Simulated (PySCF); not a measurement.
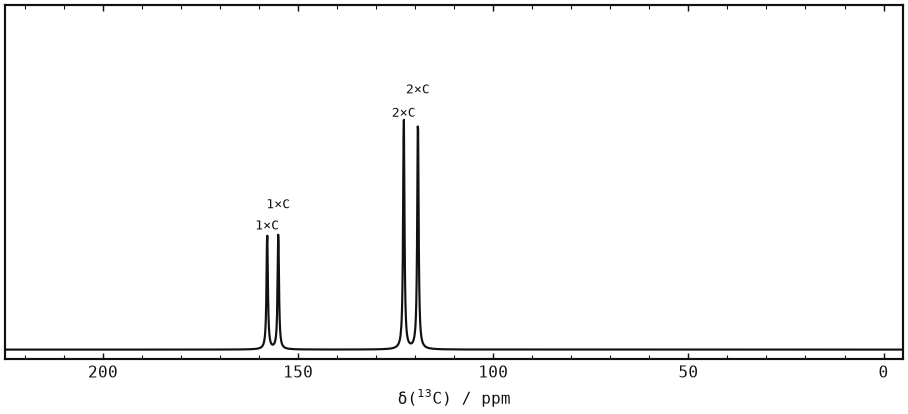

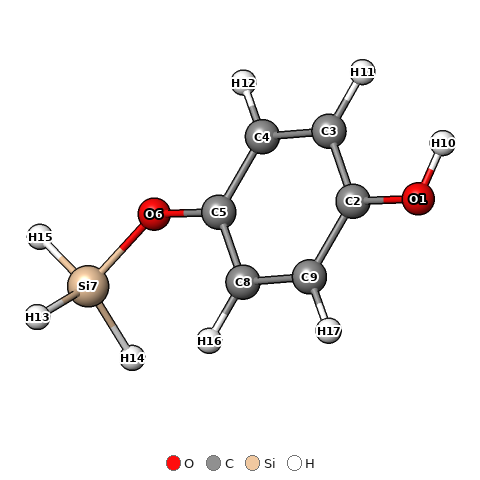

Spectrum and numbered structure of C₆H₈O₂Si, SMILES Oc1ccc(O[SiH3])cc1. GIAO shifts, PBE0/pcSseg-1 in PySCF, at a GFN2-xTB geometry (no frequency check), against TMS for ¹³C computed at the same level. Gas phase, fully decoupled, line heights follow the number of nuclei, widths are arbitrary (no quadrupolar broadening); values of one conformer, averaged over nuclei that symmetry or rotation about single bonds exchange, these motions taken as fast; other conformers aren't averaged in.

Assign the ¹³C signals to the numbered atoms.

```csv
δ (ppm),nuclei,atoms
157.9,1,C2
155.1,1,C5
122.9,2,"C4, C8"
119.3,2,"C3, C9"
```

Caveats: the tight-binding geometry is rougher than a DFT one and adds to the error.
